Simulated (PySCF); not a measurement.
**Single-point calculation of CH₅GeO**

- system: CH₅GeO, multiplicity 2, SMILES [CH3][GeH][OH]
- method: BLYP/def2-TZVP, UKS (PySCF 2.14.0)

The geometry comes from this level: PBE0-D4/def2-TZVP.

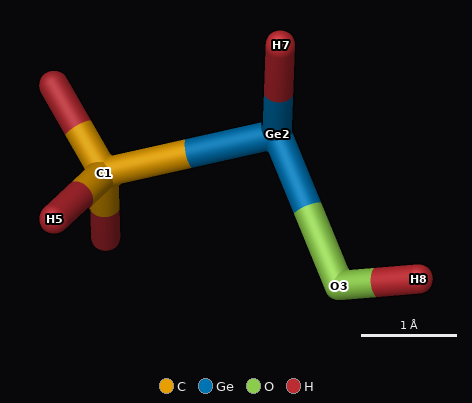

**Figure 1.** The input geometry (stick view, seen at a tilt; atoms are numbered from 1 in the order of the input). Sticks mark near contacts. Bond lengths as drawn: C–Ge 1.95 Å, C–H 1.09 Å, Ge–H 1.56 Å, Ge–O 1.79 Å and H–O 0.96 Å.

### Results in brief

| quantity | value |
| --- | --- |
| outcome | converged |
| total energy | −2193.393967 hartree |
| basis functions | 140 |
| ⟨S²⟩ | 0.751 |
| dipole moment | 0.74 D |
| hardware | 1 thread of Arm Neoverse V1, 24 GiB of memory available, shared host |
| wall time | 1.7 min |
| peak memory | 0.95 GiB |

### Input (job.py)
```python
from pyscf import gto, dft

mol = gto.Mole()
mol.atom = '''
C   -0.669700   0.837400  -0.542800
Ge   0.882200  -0.278900  -0.139000
O    0.160100  -1.768900   0.546400
H   -0.349800   1.807700  -0.923500
H   -1.247600   0.978300   0.373300
H   -1.296000   0.347300  -1.287700
H    1.802100   0.357700   0.954000
H    0.810900  -2.337900   0.963600
'''
mol.spin = 1
mol.basis = 'def2-tzvp'
mol.verbose = 3
mol.max_memory = 1860
mol.build()

calc0 = dft.UKS(mol, xc='blyp')
calc0.grids.level = 6
calc0.conv_tol = 1e-10
calc0.kernel()
if not calc0.converged:
    calc0 = calc0.newton().run(calc0.mo_coeff, calc0.mo_occ)

energy = calc0.e_tot
print('E(%s) = %.9f' % ('BLYP', energy))
```

Command:
```bash
OMP_NUM_THREADS=1 python job.py
```

### The program's output
```
WARN: HOMO -0.169115203669975 >= LUMO -0.169115203669982

converged SCF energy = -2193.39396739494  <S^2> = 0.75110366  2S+1 = 2.0011034
E(BLYP) = -2193.393967395
```
